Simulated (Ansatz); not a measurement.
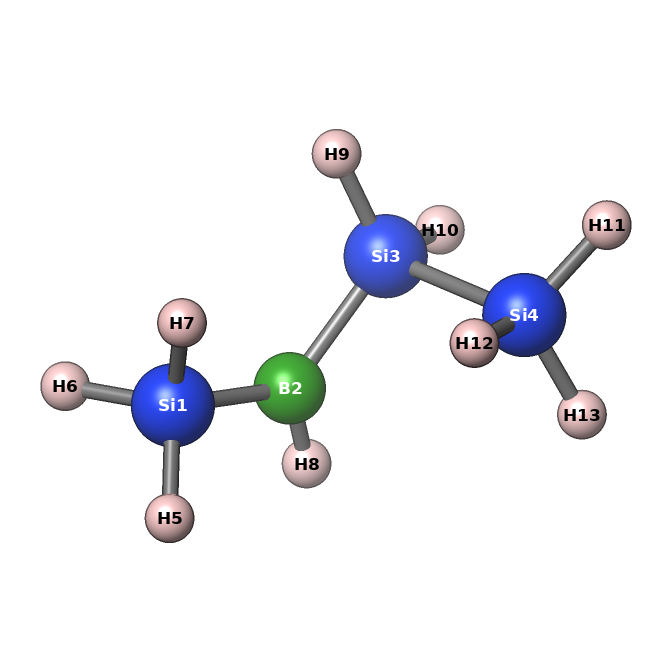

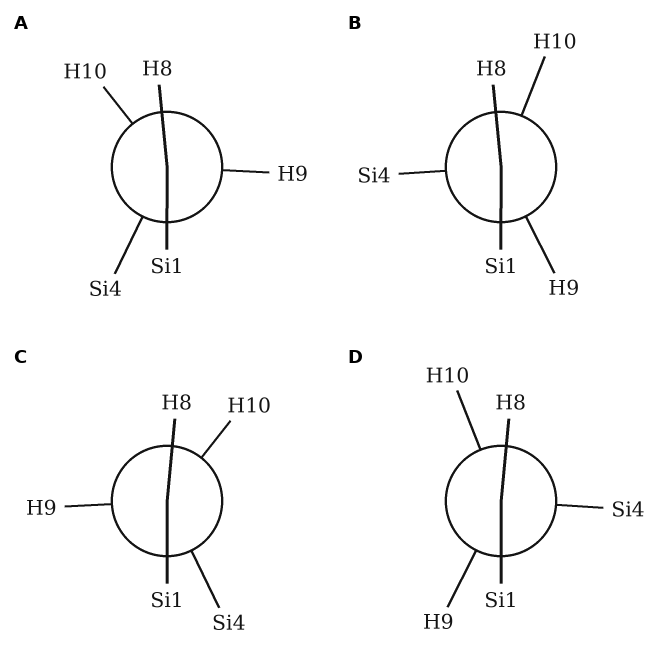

Distant atoms are faded towards the background colour. Bonds that would overlap in a projection are set slightly apart. The computed structure is the end point of a PBE0-D4/def2-TZVP optimisation. No frequency run is at hand to confirm it as a minimum.

**Which Newman projection shows the view along B2–Si3, with B2 in front?**

B. The torsion angle Si1–B2–Si3–Si4 is 86°, about perpendicular.
